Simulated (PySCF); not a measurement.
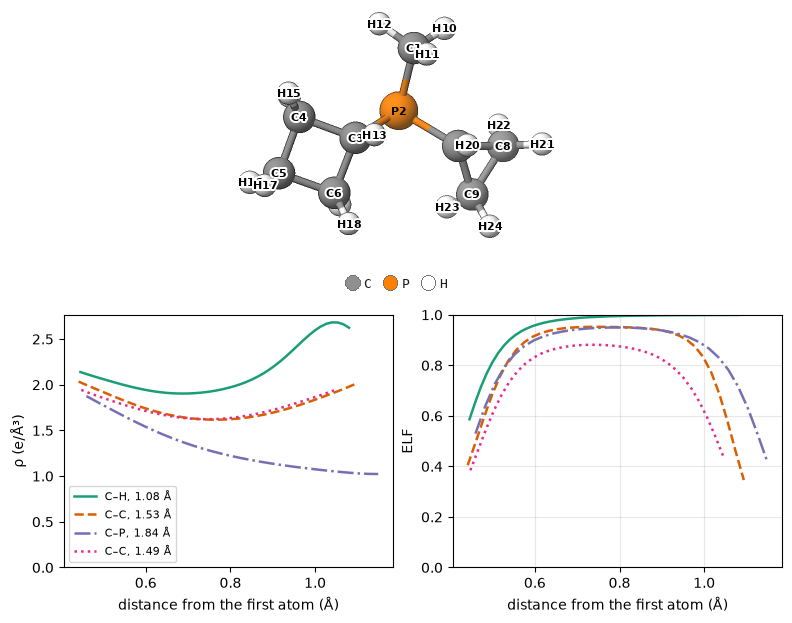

*C8H15P (SMILES CP(C1CCC1)C1CC1). Total electron density and electron localisation function along straight lines between neighbouring atoms. The curves leave out the atomic cores. The structure is drawn too.*

Geometry: GFN2-xTB.

Theory: PySCF 2.14.0, PBE0/pcSseg-1, SCF density, gas phase, non-relativistic.

| atom | x (Å) | y (Å) | z (Å) |
| --- | --- | --- | --- |
| C | 0.2630 | 2.3947 | 0.2485 |
| P | 0.2839 | 0.7748 | -0.6482 |
| C | -1.0019 | -0.0944 | 0.3778 |
| C | -2.4666 | 0.2561 | 0.0554 |
| C | -2.7853 | -1.2408 | -0.0614 |
| C | -1.2837 | -1.5557 | -0.0172 |
| C | 1.7615 | 0.0506 | 0.1717 |
| C | 3.0961 | 0.2261 | -0.4945 |
| C | 2.4443 | -1.1161 | -0.4819 |
| H | 1.0828 | 3.0106 | -0.1163 |
| H | 0.3668 | 2.2509 | 1.3234 |
| H | -0.6757 | 2.9037 | 0.0372 |
| H | -0.7675 | 0.0173 | 1.4409 |
| H | -2.5720 | 0.7864 | -0.8907 |
| H | -3.0069 | 0.8022 | 0.8266 |
| H | -3.3067 | -1.5451 | -0.9665 |
| H | -3.3242 | -1.6273 | 0.8018 |
| H | -0.9697 | -2.3116 | 0.7003 |
| H | -0.8755 | -1.8086 | -0.9952 |
| H | 1.7424 | 0.0701 | 1.2584 |
| H | 3.9633 | 0.3880 | 0.1286 |
| H | 3.1263 | 0.7639 | -1.4312 |
| H | 2.0361 | -1.4875 | -1.4104 |
| H | 2.8574 | -1.8885 | 0.1504 |

> Compare the contacts.

C–H (1.08 Å): the density is about 2 e/Å³ at the midpoint; the ELF climbs to about 1 towards the hydrogen, as it does in any bond to H (an ordinary covalent bond to hydrogen).
C–C (1.53 Å): the density is about 1.6 e/Å³ at the midpoint; the ELF peaks at about 0.95 between the atoms, as expected for a covalent bond.
C–P (1.84 Å): the density is about 1.1 e/Å³ at the midpoint; the ELF peaks at about 0.95 between the atoms: a covalent bond.
C–C (1.49 Å): ρ at the midpoint is about 1.6 e/Å³; the ELF peaks at about 0.90 between the atoms: a shared electron pair.
